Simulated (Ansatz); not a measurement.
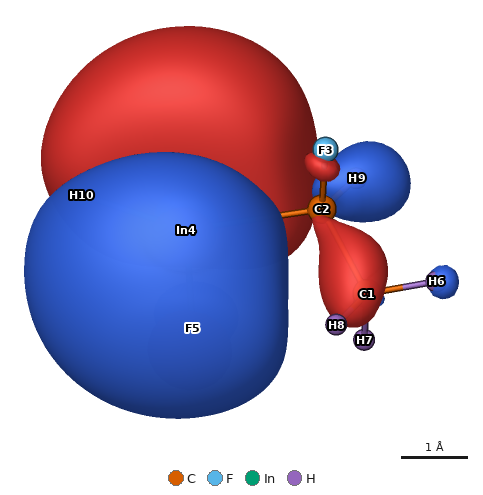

*C₂H₅F₂In. The LUMO at ±0.05 Å⁻³ᐟ² (blue and red are the two phases), seen at a tilt.*

Geometry: PBE0-D4/def2-TZVP; core potentials replace the inner electrons of In.

These are results of RKS PBE0-D4/def2-TZVPP (Ansatz 0.2.0), not measurements.

```xyz
10

C    -0.9452   -0.9237    0.0760
C     0.4196   -0.4325    0.4851
F     0.5262   -0.4276    1.8759
In    0.8651    1.5412   -0.3101
F     0.3761    1.4210   -2.2193
H    -1.1109   -1.9421    0.4409
H    -1.0222   -0.9264   -1.0141
H    -1.7412   -0.2897    0.4723
H     1.1909   -1.1152    0.1130
H     1.4416    3.0950    0.0803
```

**Describe this orbital and give its energy.**

Its weight (Hirshfeld) is mainly on In4 (about 80 %). Its energy is −1.66 eV.
